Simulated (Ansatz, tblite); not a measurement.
# The cluster W₄+: charged states by level of theory

What does adding an electron cost or gain for the cluster W₄+? Each charged state is run at several levels.

Computed with Ansatz 0.2.0, Gaussian basis. Level: as each input shows.

The runs, in order: charge 0 singlet, at the geometry of the doublet (PBE0-D4/def2-TZVP, PBE-D4/def2-TZVP, r2SCAN-D4/def2-TZVP); charge 0 triplet, at the geometry of the doublet (PBE0-D4/def2-TZVP, PBE-D4/def2-TZVP, r2SCAN-D4/def2-TZVP); the starting doublet's energies come from earlier runs.

## Step 1: The geometry

The doublet was relaxed beforehand with PBE0-D4/def2-SVP. At that level it is the lowest of the isomers that a small search found.

4 atoms, charge 1, spin multiplicity 2.

Atoms are counted from 1 here; the program's logs count them from 0.

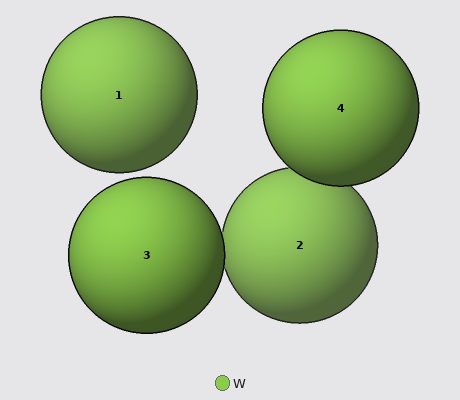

The structure; tungsten green; atoms are numbered from 1 in the order of the file.

W takes a core potential in the def2 sets. No spin-orbit coupling is included. The ion is computed in the gas phase, without counter-ions or solvent.

## Step 2: Charge 0 singlet at the fixed geometry, first pass, PBE0-D4/def2-SVP

Input file in.yaml:

```yaml
crystal:
  periodic: [false, false, false]
  atoms:
    - {symbol: W, position_ang: [0.409763, -0.469420, 1.363772]}
    - {symbol: W, position_ang: [-0.894191, -0.896205, -0.803281]}
    - {symbol: W, position_ang: [1.424037, 0.171619, -0.504393]}
    - {symbol: W, position_ang: [-0.939609, 1.194006, -0.056088]}
basis:
  gaussian: {orbitals: def2-SVP}
hamiltonian: {xc: pbe0, dispersion: d4}
output: {orbitals: {seedname: orbitals}}
```

On the command line:

```console
$ ansatz run in.yaml --threads 4 --pin off --events-out ev --progress --plain --max-ram 3916MiB
```

What it wrote:

```text
Functional definition: PBE0
  name "PBE0"
  cite "Adamo & Barone, J. Chem. Phys. 110, 6158 (1999) doi:10.1063/1.478522"
  cite "Perdew, Burke & Ernzerhof, Phys. Rev. Lett. 77, 3865 (1996) doi:10.1103/PhysRevLett.77.3865"
  parent pbe
  parameter a = 0.25
  parameter kappa = 0.804
  parameter beta = 0.06672455060314922
  exchange = (1 - a)*pbe_x(kappa = kappa, mu = beta*pi^2/3) + a*exact_x
  correlation = pbe_c(beta = beta)
1388 factors; their error is unknown
mean field evaluation 1: about -7276.3750 eV, gradient 9.0e1 eV
mean field evaluation 2: about -7071.6262 eV, gradient 2.9e2 eV
mean field evaluation 4: about -7271.1983 eV, gradient 1.0e2 eV
mean field evaluation 8: about -7293.7962 eV, gradient 1.3e0 eV
mean field evaluation 16: about -7293.8903 eV, gradient 7.6e-2 eV
mean field evaluation 32: about -7294.1425 eV, gradient 6.1e-3 eV
mean field evaluation 64: about -7294.1344 eV, gradient 7.5e-1 eV
mean field evaluation 96: about -7294.1423 eV, gradient 6.2e-2 eV
mean field -7294.14246556 eV, -268.0547914620 hartree, gradient 5.6e-6 eV, S^2 0.000000; 8 other end points of the search recorded, 0 dependent functions left out
reference -7294.14249088 eV, -268.0547923924 hartree; 28, 28 occupied and 100, 100 virtual orbitals, 1388 factors
Total energy: -7294.36430007 eV, -268.0629437297 hartree
```

It took 20 s on 4 threads of Arm Neoverse V2, shared host.

Report: HOMO -3.77 eV, LUMO -2.66 eV.

## Step 3: Charge 0 singlet at the fixed geometry, PBE0-D4/def2-TZVP

start.molden holds the orbitals of an earlier run on this state, given as this run's starting guess.

in.yaml: that of step 2 with these lines changed.

```diff
@@ -8,4 +8,5 @@
 basis:
-  gaussian: {orbitals: def2-SVP}
+  gaussian: {orbitals: def2-TZVP, initial_orbitals: start.molden}
 hamiltonian: {xc: pbe0, dispersion: d4}
+scf: {omitted_lower_state_checks: [starts]}
 output: {orbitals: {seedname: orbitals}}
```

Same command.

What it wrote (excerpt; [...] marks lines left out):

```text
Functional definition: PBE0
  name "PBE0"
  cite "Adamo & Barone, J. Chem. Phys. 110, 6158 (1999) doi:10.1063/1.478522"
  cite "Perdew, Burke & Ernzerhof, Phys. Rev. Lett. 77, 3865 (1996) doi:10.1103/PhysRevLett.77.3865"
  parent pbe
[...]
1600 factors; their error is unknown
[...]
mean field -7295.61832225 eV, -268.1090281949 hartree, gradient 9.3e-6 eV, S^2 0.000000; 0 other end points of the search recorded, 0 dependent functions left out
reference -7295.61834665 eV, -268.1090290918 hartree; 28, 28 occupied and 132, 132 virtual orbitals, 1600 factors
Total energy: -7295.84015584 eV, -268.1171804292 hartree
Checks for a lower state left out: starts
```

Run time: 8.5 s. Hardware: 4 threads of Arm Neoverse V2, shared host; peak memory 0.61 GiB.

From the report: HOMO -3.76 eV, LUMO -2.69 eV.

## Step 4: Charge 0 singlet at the fixed geometry, PBE-D4/def2-TZVP

in.yaml: that of step 3 with these lines changed.

```diff
@@ -9,3 +9,3 @@
   gaussian: {orbitals: def2-TZVP, initial_orbitals: start.molden}
-hamiltonian: {xc: pbe0, dispersion: d4}
+hamiltonian: {xc: pbe, dispersion: d4}
 scf: {omitted_lower_state_checks: [starts]}
```

Launched as before.

What it wrote:

```text
Functional definition: PBE
  name "PBE"
  cite "Perdew, Burke & Ernzerhof, Phys. Rev. Lett. 77, 3865 (1996) doi:10.1103/PhysRevLett.77.3865"
  parent pbe
  parameter kappa = 0.804
  parameter beta = 0.06672455060314922
  exchange = pbe_x(kappa = kappa, mu = beta*pi^2/3)
  correlation = pbe_c(beta = beta)
these checks for a lower state are left out or cut short: starts
1296 factors; their error is unknown
mean field evaluation 1: about -7303.1739 eV, gradient 7.9e0 eV
mean field evaluation 2: about -7303.3495 eV, gradient 3.7e-1 eV
mean field evaluation 4: about -7303.3793 eV, gradient 6.0e-2 eV
mean field evaluation 8: about -7303.3682 eV, gradient 3.2e-3 eV
mean field evaluation 16: about -7303.3682 eV, gradient 3.0e-5 eV
mean field -7303.36817820 eV, -268.3938301483 hartree, gradient 3.3e-6 eV, S^2 0.000000; 0 other end points of the search recorded, 0 dependent functions left out
reference -7303.36821124 eV, -268.3938313624 hartree; 28, 28 occupied and 132, 132 virtual orbitals, 1296 factors
Total energy: -7303.62830011 eV, -268.4033894518 hartree
Checks for a lower state left out: starts
```

Run time: 3.5 s. Hardware: 4 threads of Arm Neoverse V2, shared host.

HOMO -3.09 eV, LUMO -3.18 eV. Doubts: an empty level lies below a filled one.

## Step 5: Charge 0 singlet at the fixed geometry, r2SCAN-D4/def2-TZVP

in.yaml: that of step 4 with these lines changed.

```diff
@@ -9,3 +9,3 @@
   gaussian: {orbitals: def2-TZVP, initial_orbitals: start.molden}
-hamiltonian: {xc: pbe, dispersion: d4}
+hamiltonian: {xc: r2scan, dispersion: d4}
 scf: {omitted_lower_state_checks: [starts]}
```

The command is unchanged.

What it wrote (excerpt; [...] marks lines left out):

```text
Functional definition: r2SCAN
  name "r2SCAN"
  cite "Furness, Kaplan, Ning, Perdew & Sun, J. Phys. Chem. Lett. 11, 8208 (2020) doi:10.1021/acs.jpclett.0c02405"
  cite "Furness, Kaplan, Ning, Perdew & Sun, J. Phys. Chem. Lett. 11, 9248 (2020) doi:10.1021/acs.jpclett.0c03077"
  parent r2scan
[...]
1296 factors; their error is unknown
[...]
mean field -7301.13411342 eV, -268.3117297819 hartree, gradient 2.1e-6 eV, S^2 0.000000; 0 other end points of the search recorded, 0 dependent functions left out
reference -7301.13412373 eV, -268.3117301606 hartree; 28, 28 occupied and 132, 132 virtual orbitals, 1296 factors
Total energy: -7301.17286464 eV, -268.3131538628 hartree
Checks for a lower state left out: starts
```

It took 8.5 s on 4 threads of Arm Neoverse V2, shared host.

Report: HOMO -3.24 eV, LUMO -3.21 eV.

## Step 6: Vertical electron affinity

Starting state less charged state (positive: the electron is bound), doublet to singlet; the starting state's energies are those of its earlier runs.

```tsv
level	vertical electron affinity (eV)	time
PBE-D4/def2-TZVP†	+5.09	17 s
r2SCAN-D4/def2-TZVP†	+4.89	41 s
PBE0-D4/def2-TZVP†	+4.91	26 s
```

Times add the two runs; a level without a time comes out of a correlated run. † marks a level with a doubtful state (flagged, unstable, out of aufbau order, or strongly spin-contaminated); such levels are left out of the summary.

## Step 7: Charge 0 triplet at the fixed geometry, PBE0-D4/def2-TZVP

in.yaml: that of step 5 with these lines changed.

```diff
@@ -8,4 +8,5 @@
 basis:
-  gaussian: {orbitals: def2-TZVP, initial_orbitals: start.molden}
-hamiltonian: {xc: r2scan, dispersion: d4}
+  gaussian: {orbitals: def2-TZVP}
+magnetization: {spin_polarized: true, initial_magnetization: 2}
+hamiltonian: {xc: pbe0, dispersion: d4}
 scf: {omitted_lower_state_checks: [starts]}
```

The command is unchanged.

What it wrote (excerpt; [...] marks lines left out):

```text
Functional definition: PBE0
  name "PBE0"
  cite "Adamo & Barone, J. Chem. Phys. 110, 6158 (1999) doi:10.1063/1.478522"
  cite "Perdew, Burke & Ernzerhof, Phys. Rev. Lett. 77, 3865 (1996) doi:10.1103/PhysRevLett.77.3865"
  parent pbe
[...]
1600 factors; their error is unknown
[...]
mean field -7296.03637585 eV, -268.1243913813 hartree, gradient 2.5e-6 eV, S^2 2.243787; 0 other end points of the search recorded, 0 dependent functions left out
reference -7296.03640170 eV, -268.1243923314 hartree; 29, 27 occupied and 131, 133 virtual orbitals, 1600 factors
Total energy: -7296.25821089 eV, -268.1325436687 hartree
Checks for a lower state left out: starts
```

Wall time 22 s (4 threads of Arm Neoverse V2, shared host); peak memory 0.91 GiB.

HOMO -4.01 eV, LUMO -2.52 eV (over both spins); ⟨S²⟩ 2.244 (pure: 2.00). Doubts: spin contamination.

## Step 8: Charge 0 triplet at the fixed geometry, PBE-D4/def2-TZVP

in.yaml: that of step 7 with these lines changed.

```diff
@@ -8,5 +8,5 @@
 basis:
-  gaussian: {orbitals: def2-TZVP}
+  gaussian: {orbitals: def2-TZVP, initial_orbitals: start.molden}
 magnetization: {spin_polarized: true, initial_magnetization: 2}
-hamiltonian: {xc: pbe0, dispersion: d4}
+hamiltonian: {xc: pbe, dispersion: d4}
 scf: {omitted_lower_state_checks: [starts]}
```

The command is unchanged.

What it wrote:

```text
Functional definition: PBE
  name "PBE"
  cite "Perdew, Burke & Ernzerhof, Phys. Rev. Lett. 77, 3865 (1996) doi:10.1103/PhysRevLett.77.3865"
  parent pbe
  parameter kappa = 0.804
  parameter beta = 0.06672455060314922
  exchange = pbe_x(kappa = kappa, mu = beta*pi^2/3)
  correlation = pbe_c(beta = beta)
these checks for a lower state are left out or cut short: starts
1296 factors; their error is unknown
mean field evaluation 1: about -7303.4701 eV, gradient 5.6e0 eV
mean field evaluation 2: about -7303.6510 eV, gradient 3.6e-1 eV
mean field evaluation 4: about -7303.6818 eV, gradient 1.9e-1 eV
mean field evaluation 8: about -7303.6753 eV, gradient 3.5e-2 eV
mean field evaluation 16: about -7303.6754 eV, gradient 3.8e-5 eV
mean field -7303.67538251 eV, -268.4051196984 hartree, gradient 8.6e-6 eV, S^2 2.015016; 0 other end points of the search recorded, 0 dependent functions left out
reference -7303.67541655 eV, -268.4051209493 hartree; 29, 27 occupied and 131, 133 virtual orbitals, 1296 factors
Total energy: -7303.93550541 eV, -268.4146790387 hartree
Checks for a lower state left out: starts
```

Wall time 14 s (4 threads of Arm Neoverse V2, shared host).

HOMO -3.37 eV, LUMO -3.24 eV (over both spins); ⟨S²⟩ 2.015 (pure: 2.00).

## Step 9: Charge 0 triplet at the fixed geometry, r2SCAN-D4/def2-TZVP

in.yaml: that of step 8 with these lines changed.

```diff
@@ -10,3 +10,3 @@
 magnetization: {spin_polarized: true, initial_magnetization: 2}
-hamiltonian: {xc: pbe, dispersion: d4}
+hamiltonian: {xc: r2scan, dispersion: d4}
 scf: {omitted_lower_state_checks: [starts]}
```

Launched as before.

What it wrote (excerpt; [...] marks lines left out):

```text
Functional definition: r2SCAN
  name "r2SCAN"
  cite "Furness, Kaplan, Ning, Perdew & Sun, J. Phys. Chem. Lett. 11, 8208 (2020) doi:10.1021/acs.jpclett.0c02405"
  cite "Furness, Kaplan, Ning, Perdew & Sun, J. Phys. Chem. Lett. 11, 9248 (2020) doi:10.1021/acs.jpclett.0c03077"
  parent r2scan
[...]
1296 factors; their error is unknown
[...]
mean field -7301.63216838 eV, -268.3300329638 hartree, gradient 7.5e-6 eV, S^2 2.466869; 0 other end points of the search recorded, 0 dependent functions left out
reference -7301.63218892 eV, -268.3300337187 hartree; 29, 27 occupied and 131, 133 virtual orbitals, 1296 factors
Total energy: -7301.67092983 eV, -268.3314574208 hartree
Checks for a lower state left out: starts
```

Wall time 33 s (4 threads of Arm Neoverse V2, shared host); peak memory 0.62 GiB.

HOMO -3.59 eV, LUMO -3.03 eV (over both spins); ⟨S²⟩ 2.467 (pure: 2.00). Doubts: spin contamination.

## Step 10: Vertical electron affinity

Starting state less charged state (positive: the electron is bound), doublet to triplet; the starting state's energies are those of its earlier runs.

```tsv
level	vertical electron affinity (eV)	time
PBE-D4/def2-TZVP	+5.40	28 s
r2SCAN-D4/def2-TZVP†	+5.39	65 s
PBE0-D4/def2-TZVP†	+5.33	39 s
```

Times add the two runs; a level without a time comes out of a correlated run. † marks a level with a doubtful state (flagged, unstable, out of aufbau order, or strongly spin-contaminated); such levels are left out of the summary.

Beside −ε(LUMO) of the starting state (over both spins):

```tsv
level	−ε(LUMO) (eV)	by difference (eV)	mismatch (eV)
PBE-D4/def2-TZVP	7.46	5.40	+2.06
```

## Step 11: Results

| quantity | value |
| --- | --- |
| vertical electron affinity, functionals in def2-TZVP | 5.40 eV (PBE-D4) |

**Reading.** The vertical electron affinity is 5.40 eV at PBE-D4/def2-TZVP. The charged states' spins were chosen beforehand and needn't be their lowest.
